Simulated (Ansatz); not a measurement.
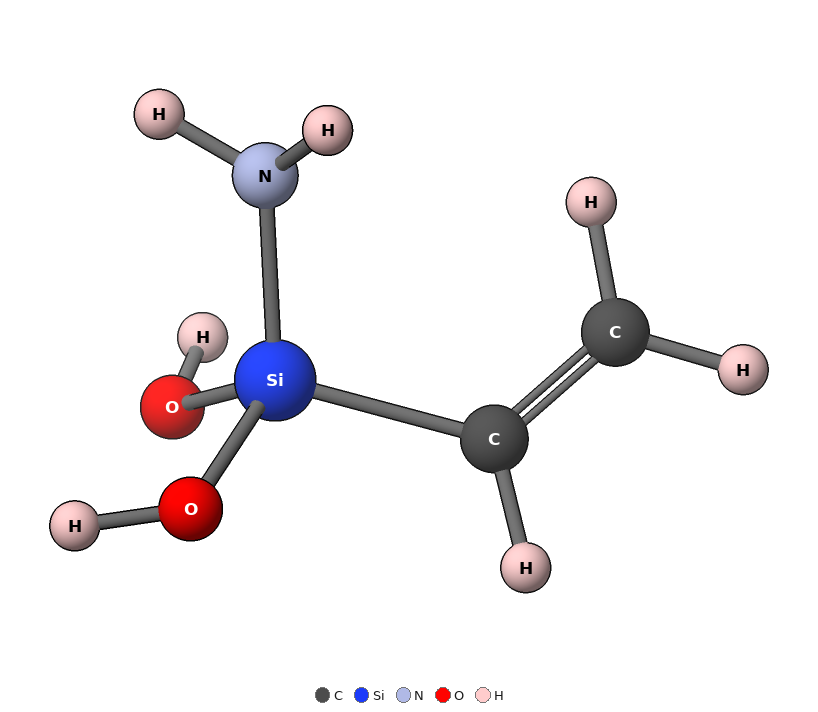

The computed structure is the end point of a PBE0-D4/def2-TZVP optimisation. No frequency run is at hand to confirm it as a minimum. Program: Ansatz 0.2.0.

At this fixed geometry, give HOMO–LUMO gap (eV) at these levels: B3LYP-D4/def2-TZVPP; PBE-D4/def2-TZVPP; PBE0-D4/def2-TZVPP; r2SCAN-D4/def2-TZVPP; ωB97M-V/def2-TZVPP; ωB97X-V/def2-TZVPP.

| level | HOMO–LUMO gap (eV) |
| --- | --- |
| B3LYP-D4/def2-TZVPP | 6.75 |
| PBE-D4/def2-TZVPP | 4.71 |
| PBE0-D4/def2-TZVPP | 7.22 |
| r2SCAN-D4/def2-TZVPP | 5.24 |
| ωB97M-V/def2-TZVPP | 11.75 |
| ωB97X-V/def2-TZVPP | 11.98 |
